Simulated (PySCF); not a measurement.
```
atom    x (Å)    y (Å)    z (Å)
   W   0.0705  -0.0439   0.0486
   O   1.2895  -0.7441   1.0783
   F  -0.0540   1.5899   1.0275
   F  -1.3905  -0.7454   1.0561
   F   1.3219   0.7807  -1.1330
   F  -1.3194   0.7335  -1.1223
   F  -0.0211  -1.5491  -1.1223
```

Core potentials replace the inner electrons of W.

Theory: RKS BP86, W def2-SVP with ECP60, O def2-SVP, F def2-SVP; non-relativistic Hamiltonian with scalar-relativistic core potentials where named; density fitting (PySCF).

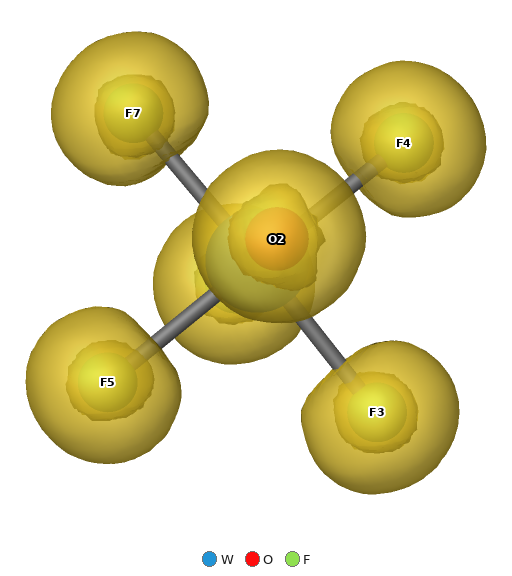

F₅OW (charge −1). Isosurface of the ELF at 0.75 (yellow), seen across its widest extent. Only the valence region is drawn (cores and ρ < 0.01 e/Å³ removed).

Q: Describe the localisation domains.

A: The ELF exceeds this value in five regions wrapped around F (the valence shell of each) and one region wrapped around O (its valence shell). Profiles from the grid: W–O (1.74 Å): the ELF peaks at about 0.80 in the valence shell of O, 0.5 Å from its nucleus, and drops to about 0.30 between the two atoms. W–F (1.91 Å): the ELF peaks at about 0.80 in the valence shell of F, 0.5 Å from its nucleus, and drops to about 0.25 between the two atoms.
